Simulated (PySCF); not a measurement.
# C2H8SSi: the cost of one run

Computed with PySCF 2.14.0 and routines of our own; the level stands in each step. Atoms count from 0.

## 1. The starting structure

12 atoms, charge 0, multiplicity 1; geometry from: GFN2-xTB.

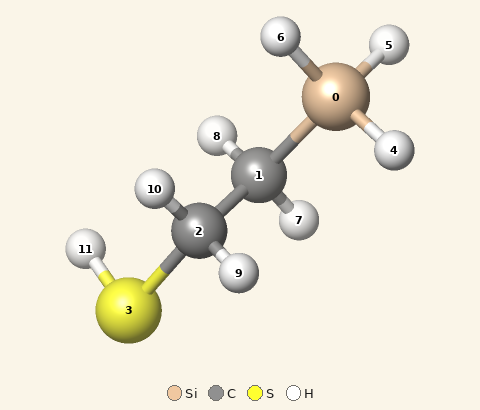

The starting geometry (silicon light orange, carbon grey, sulfur yellow, hydrogen white).

## 2. Geometry optimisation at PBE0-D3(BJ)/def2-SVP

Job settings and geometry (Å):

```
{"job": {"xc": "PBE0", "basis": "def2-SVP", "d3": "d3bj", "grid": 1, "kind": "geom"}, "charge": 0, "multiplicity": 1}
Si     1.797675     0.158559    -0.101445
C     -0.054839     0.135272    -0.552309
C     -0.906935    -0.430831     0.562440
S     -2.683049    -0.536814     0.116136
H      2.249147    -1.209589     0.151714
H      2.529968     0.746547    -1.221387
H      1.980649     0.969965     1.103159
H     -0.211850    -0.456555    -1.456149
H     -0.389596     1.149504    -0.784091
H     -0.628340    -1.458427     0.793161
H     -0.833241     0.165789     1.471606
H     -2.848391     0.765895    -0.108862
```

Command:

```console
> OMP_NUM_THREADS=1 python excited_run.py task.json out
```

The driver reads the jobs from task.json and runs them one after another.

Q: Estimate the wall time and peak memory of this first job on 1 thread of Arm Neoverse V2, shared host.

About 8.6 s, with a peak of 0.46 GiB.
